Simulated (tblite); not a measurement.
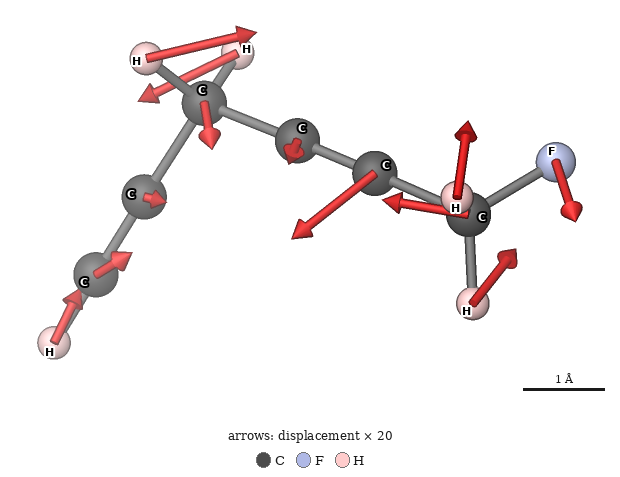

A relaxation of C6H5F. The starting structure is drawn; red arrows show the displacements, 20 times their true length. The two geometries are superimposed by the best rigid fit.

A ball-and-stick model, seen from a free direction.

The calculation used GFN2-xTB geometry optimisation, gas phase (tblite 0.8.0). 

### What happened in the run?

The atom that moves furthest after the best rigid fit is an H atom (0.071 Å). Largest moves by element: H 0.071 Å, C 0.069 Å, F 0.058 Å. Among the contacts that change: C–C 1.483 → 1.452 Å, C–C 1.218 → 1.196 Å, C–H 1.117 → 1.097 Å, C–F 1.364 → 1.379 Å. Among the angles between lasting bonds that change: F–C–H 113.7° → 106.8°, C–C–F 105.6° → 111.3°, F–C–H 112.2° → 106.7°. After 24 geometry steps the energy has fallen by 0.208 eV. The run took 0.18 s on 1 thread of Arm Neoverse N1, with other jobs on the host.
